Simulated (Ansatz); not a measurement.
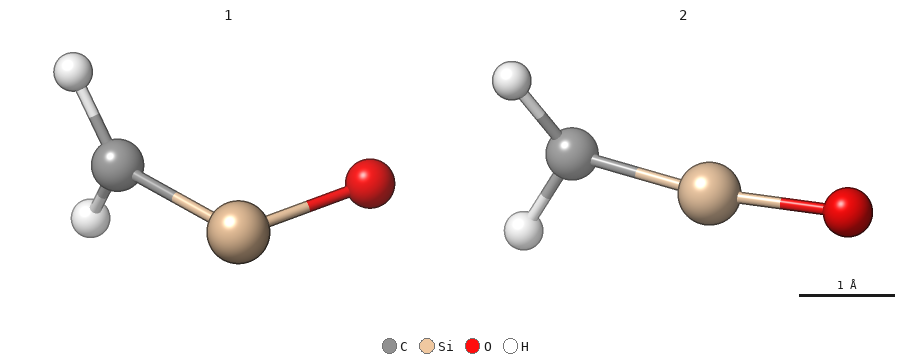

Two geometries of CH2OSi, drawn at one scale. One is the start of a relaxation, the other its converged end. Style: ball-and-stick. Shown from a free direction.

These are results of Ansatz, RKS PBE-D4/def2-SVP, not measurements. (force threshold 0.03 eV/Å; at most 250 steps)

Which of the two is the end point?

Structure 2 is the relaxed one. It is one of the separated reactants of a reaction. The largest move after the best rigid fit is that of the Si atom, 0.62 Å. By element the largest moves are Si 0.62 Å, O 0.58 Å, H 0.28 Å, C 0.26 Å. Near-neighbour distances that change, for instance: C–Si 1.781 → 1.716 Å, C–H 1.060 → 1.102 Å, O–Si 1.530 → 1.545 Å, C–H 1.091 → 1.102 Å. Among the angles between lasting bonds that change: C–Si–O 111.4° → 166.7°, Si–C–H 128.3° → 116.9°, H–C–H 114.8° → 117.2°. The energy falls by 145.9 kJ/mol in 7 accepted moves (8 points after the start). The largest force component goes from 2.6 to 0.019 eV/Å. The line search rejected the trial step at point 6 of the run. Cost: 7.5 s on 2 threads of Arm Neoverse V1 (shared host).
